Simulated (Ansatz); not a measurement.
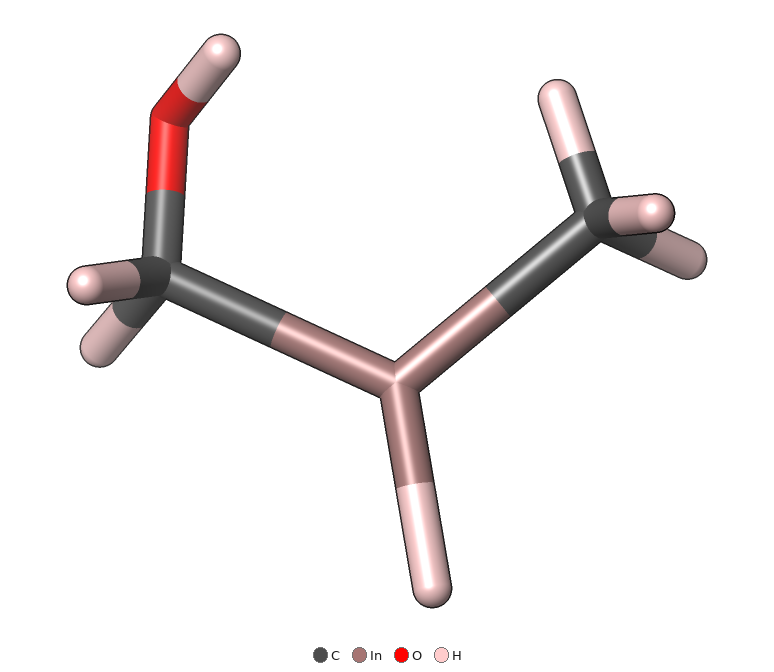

The geometry was computed by an optimisation with PBE-D4/def2-SVP. No frequency run is at hand to confirm it as a minimum. Level of theory: RKS PBE-D4/def2-SVP, core potentials on In (Ansatz 0.2.0).

Computed properties:

The species is C₂H₇InO (`[CH3][InH][CH2]O`).
- dipole moment: 1.25 D
- dispersion correction: −17.2 kJ/mol
